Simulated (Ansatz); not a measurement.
Base system: BAs in the zinc blende structure (space group F-43m, No. 216; a = 4.784 Å). Axes: x, y, z lie along the cube axes.

The change: compressive biaxial strain of 1.25 % in the plane normal to [111], as in epitaxy on a mismatched substrate; the out-of-plane cell vector and the atoms relax.

Level of theory: Kohn–Sham DFT with the r2SCAN functional, run in Ansatz (an electronic-structure program) with PAW and 500 eV plane waves, no SOC.

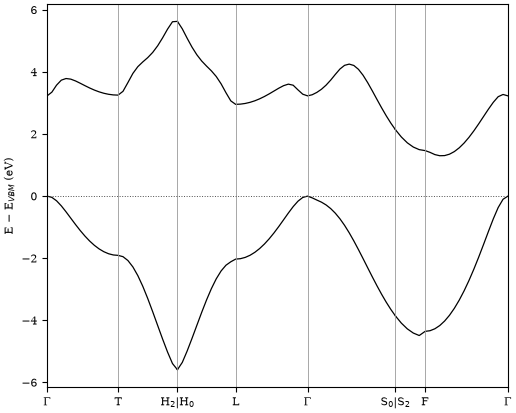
Fig. 1. Highest valence and lowest conduction band along the path of the changed cell's own zone

The gap is 1.30 eV, indirect, Γ → F–Γ (18 % along); the base has 1.38 eV.

Whether these cells are dynamically stable was not tested. Labels are those of the standard path for the cell's own space group.
